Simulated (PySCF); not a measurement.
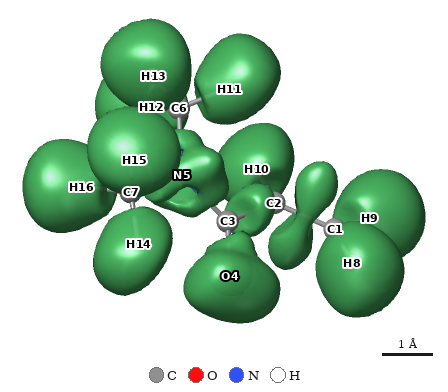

The picture shows: C₅H₉NO (SMILES C=CC(=O)N(C)C). Isosurface of the electron localisation function at 0.75 (green), seen at a tilt. Core shells and regions of very low density are left out.

Geometry: GFN2-xTB.

All numbers below come from PBE0/pcSseg-1, SCF density, in a chloroform solvent model, non-relativistic (PySCF).

```xyz
16

C     2.7346    0.2428    0.3507
C     1.6069   -0.3018   -0.0776
C     0.2927    0.1684    0.4383
O     0.1763    0.6487    1.5532
N    -0.7709    0.0171   -0.3930
C    -0.6816   -0.4552   -1.7536
C    -2.0943    0.3327    0.0908
H     2.7096    1.0621    1.0502
H     3.7027   -0.0992    0.0254
H     1.6089   -1.1349   -0.7649
H     0.2212   -0.0834   -2.2364
H    -0.6907   -1.5495   -1.8030
H    -1.5417   -0.0824   -2.3092
H    -2.0035    0.6534    1.1268
H    -2.5393    1.1383   -0.4980
H    -2.7386   -0.5481    0.0366
```

> Identify the bonds, lone pairs and shells in this picture.

The surface consists of two regions between bonded C–C atoms (shared pairs), nine regions around hydrogen nuclei, one region on N in which the atom's valence shell and bonds are merged and one region on O in which the atom's valence shell and bonds are merged. Along the contacts the grid gives the following. C–O (1.22 Å): the ELF peaks at about 0.85 between the atoms (a multiple bond). C–C (1.32 Å): the ELF peaks at about 0.95 between the atoms: a multiple bond.
